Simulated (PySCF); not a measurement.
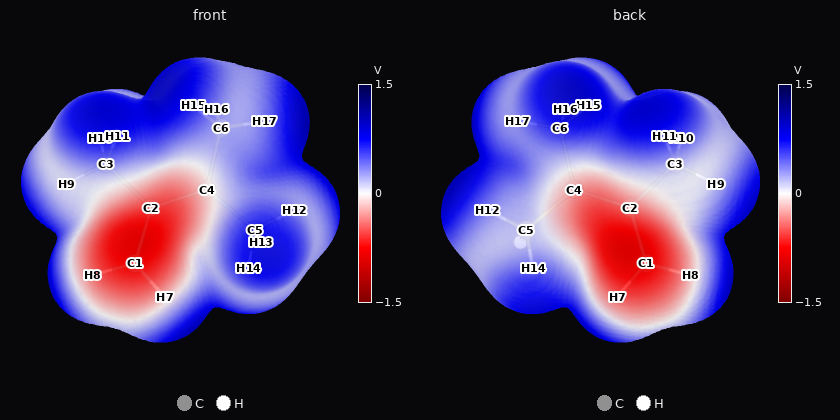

C6H11 (SMILES C=C(C)[C](C)C) (doublet). The electrostatic potential painted on the density surface at 0.004 e/bohr³, seen from the front and from behind; red is negative and blue positive.

Geometry: GFN2-xTB.

These are results of PySCF, UKS B3LYP, pcH-1 on C H, non-relativistic, mean-field spin-orbit, GIAO, not measurements.

```yaml
atoms:
  - { symbol: C, position_ang: [-1.3945, -1.4497, 0.0324] }
  - { symbol: C, position_ang: [-0.7854, -0.2224, 0.0576] }
  - { symbol: C, position_ang: [-1.6623, 1.0038, 0.0520] }
  - { symbol: C, position_ang: [0.5993, -0.0466, 0.1019] }
  - { symbol: C, position_ang: [1.5535, -1.1940, 0.0416] }
  - { symbol: C, position_ang: [1.1937, 1.3178, 0.2217] }
  - { symbol: H, position_ang: [-0.8453, -2.3715, 0.0665] }
  - { symbol: H, position_ang: [-2.4655, -1.5338, -0.0063] }
  - { symbol: H, position_ang: [-2.6988, 0.7273, -0.1211] }
  - { symbol: H, position_ang: [-1.6033, 1.5225, 1.0087] }
  - { symbol: H, position_ang: [-1.3538, 1.6988, -0.7268] }
  - { symbol: H, position_ang: [2.5196, -0.8680, -0.3391] }
  - { symbol: H, position_ang: [1.7156, -1.6167, 1.0370] }
  - { symbol: H, position_ang: [1.1816, -1.9904, -0.5987] }
  - { symbol: H, position_ang: [0.7036, 1.8981, 1.0036] }
  - { symbol: H, position_ang: [1.0796, 1.8780, -0.7103] }
  - { symbol: H, position_ang: [2.2553, 1.2590, 0.4491] }
```

Which sites attract a positive test charge, and which a negative one?

A positive charge is drawn to the negative regions and a negative charge to the positive ones. The most negative region (about −0.9 V, or −21 kcal/mol for a unit charge) lies over the π face of C1 and C2, the most positive (about +1.0 V, or +23 kcal/mol for a unit charge) over the H atoms.
